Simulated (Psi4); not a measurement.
# SiH4S (SMILES [H][Si]([H])([H])S): SCAN/def2-SV(P) (sweep point 1)

Aim: the vertical ionisation energy of SiH4S at SCAN/def2-SV(P) (sweep point 1), from 2 runs. 

The results are computed with Psi4 1.11.

## Step 1: Starting point

The species is SiH4S (6 atoms), meant as a singlet with charge 0. SMILES: `[H][Si]([H])([H])S`. The coordinates come from a GFN2-xTB relaxation.

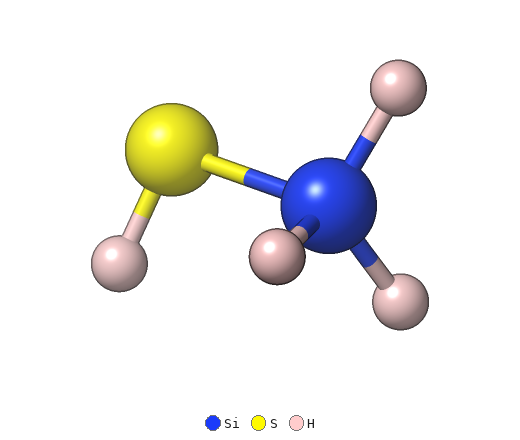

The structure, seen from a chosen angle (silicon blue, sulfur yellow, hydrogen pink).

## Step 2: The energy at SCAN/def2-SV(P) (sweep point 1)

The input, h4ssi.in:

```
memory 1600 MB

molecule geom {
  Si     0.201210    -0.014540    -0.544580
  S      0.253720     0.019820     1.601470
  H     -1.056810     0.059910     1.795240
  H      1.606010    -0.020690    -0.909950
  H     -0.503230     1.180600    -0.990160
  H     -0.500900    -1.225100    -0.952020
  units angstrom
  symmetry c1
}

set {
  basis def2-SV(P)
  puream true
  scf_type pk
  dft_radial_points 99
  dft_spherical_points 590
}

e_tot = energy("scan")
```

Launch:

```sh
$ psi4 -n 1 h4ssi.in h4ssi.out
```

h4ssi.out:

```text
[...]
  Running in c1 symmetry.
[...]
  Nuclear repulsion =   89.527504102436609
[...]
  Multiplicity = 1
[...]
  Nalpha       = 17
  Nbeta        = 17
[...]
    Number of basis functions: 44
[...]
   @RKS iter   1:  -689.86000070868488   -1.84102e-01   6.28948e-03 DIIS/ADIIS
[...]
   @RKS iter   8:  -689.90975000088201   -7.77231e-09   3.80131e-07 DIIS
[...]
    Orbital Energies [Eh]
    ---------------------
    Doubly Occupied:
       1A    -88.495306     2A    -65.853569     3A     -7.851813
       4A     -5.802417     5A     -5.798664     6A     -5.792819
       7A     -5.228941     8A     -3.575223     9A     -3.572676
      10A     -3.572432    11A     -0.699321    12A     -0.513294
      13A     -0.394916    14A     -0.347770    15A     -0.340879
      16A     -0.299037    17A     -0.230759
[...]
  @RKS Final Energy:  -689.90975000088201
   => Energetics <=
    Nuclear Repulsion Energy =             89.5275041024366089
    One-Electron Energy =               -1131.5558410382000147
    Two-Electron Energy =                 400.2695513497060347
    DFT Exchange-Correlation Energy =     -48.1509644148245570
    Empirical Dispersion Energy =           0.0000000000000000
    VV10 Nonlocal Energy =                  0.0000000000000000
    Total Energy =                       -689.9097500008820134
[...]
 Multipole Moments:
 ------------------------------------------------------------------------------------
     Multipole            Electronic (a.u.)      Nuclear  (a.u.)        Total (a.u.)
 ------------------------------------------------------------------------------------
 L = 1.  Multiply by 2.5417464519 to convert [e a0] to [Debye]
 Dipole X            :          0.8180568           -1.2039031           -0.3858463
 Dipole Y            :          0.0237750           -0.0178975            0.0058775
 Dipole Z            :          2.5870893           -3.0322731           -0.4451838
 Magnitude           :                                                    0.5891524
[...]
```

Wall time 6.6 s (1 thread of AMD EPYC 9R45 (Zen 5), shared host); peak memory 1.2 GiB.

## Step 3: The doublet cation, same level

The input, job.in:

```
memory 1600 MB

molecule {
  1 2
  Si     0.201210    -0.014540    -0.544580
  S      0.253720     0.019820     1.601470
  H     -1.056810     0.059910     1.795240
  H      1.606010    -0.020690    -0.909950
  H     -0.503230     1.180600    -0.990160
  H     -0.500900    -1.225100    -0.952020
  units angstrom
  symmetry c1
}

set {
  basis                def2-SV(P)
  reference            uks
  puream               true
  scf_type             pk
  dft_radial_points    99
  dft_spherical_points 590
  maxiter              150
}

energy('scan')
```

Launch:

```sh
$ psi4 -n 1 job.in job.out
```

job.out:

```text
[...]
  Running in c1 symmetry.
[...]
  Nuclear repulsion =   89.527504102436609
[...]
  Multiplicity = 2
[...]
  Nalpha       = 17
  Nbeta        = 16
[...]
    Number of basis functions: 44
[...]
   @UKS iter   1:  -689.52305012865463    1.52848e-01   4.00475e-03 ADIIS/DIIS
[...]
   @UKS iter   9:  -689.55326081402302   -1.55397e-08   7.06130e-07 DIIS
[...]
   @S^2 Observed:                7.558520608E-01
[...]
    Orbital Energies [Eh]
    ---------------------
    Alpha Occupied:
       1A    -88.838952     2A    -66.079881     3A     -8.192526
       4A     -6.147048     5A     -6.138768     6A     -6.134566
       7A     -5.458657     8A     -3.806418     9A     -3.801697
      10A     -3.800558    11A     -1.019927    12A     -0.754457
      13A     -0.673668    14A     -0.603944    15A     -0.584509
      16A     -0.553225    17A     -0.546430
    Alpha Virtual:
      18A     -0.233451    19A     -0.230571    20A     -0.172539
      21A     -0.170218    22A     -0.136967    23A      0.012752
      24A      0.063048    25A      0.099446    26A      0.109105
[...]
  @UKS Final Energy:  -689.55326081402302
   => Energetics <=
    Nuclear Repulsion Energy =             89.5275041024366089
    One-Electron Energy =               -1122.2024088973230391
    Two-Electron Energy =                 390.9589166973861438
    DFT Exchange-Correlation Energy =     -47.8372727165226905
    Empirical Dispersion Energy =           0.0000000000000000
    VV10 Nonlocal Energy =                  0.0000000000000000
    Total Energy =                       -689.5532608140230195
[...]
 Multipole Moments:
 ------------------------------------------------------------------------------------
     Multipole            Electronic (a.u.)      Nuclear  (a.u.)        Total (a.u.)
 ------------------------------------------------------------------------------------
 L = 1.  Multiply by 2.5417464519 to convert [e a0] to [Debye]
 Dipole X            :          0.6080164           -1.2039031           -0.5958867
 Dipole Y            :          0.0279629           -0.0178975            0.0100654
 Dipole Z            :          3.0096799           -3.0322731           -0.0225932
 Magnitude           :                                                    0.5963998
[...]
```

It took 11 s on 1 thread of AMD EPYC 9R45 (Zen 5), shared host; peak memory 1.2 GiB.

## Step 4: Outcome

Level: SCAN/def2-SV(P) (sweep point 1).

| quantity | value |
| --- | --- |
| singlet SiH4S: total energy | -689.90975 Eh |
| singlet SiH4S: dipole moment | 1.50 D |
| singlet SiH4S: HOMO energy | -6.28 eV |
| singlet SiH4S: LUMO energy | -0.13 eV |
| singlet SiH4S: HOMO–LUMO gap | 6.15 eV |
| doublet cation: total energy | -689.55326 Eh |
| doublet cation: HOMO energy (highest over α and β) | -14.87 eV |
| doublet cation: LUMO energy (lowest over α and β) | -12.91 eV |
| doublet cation: ⟨S²⟩ | 0.756 |
| vertical ionisation energy (to the doublet cation) | 9.701 eV |

**Reading.** Removing an electron at fixed nuclei costs 9.70 eV (936 kJ/mol). The negative HOMO energy of the first species, 6.28 eV, lies 3.42 eV below that difference.
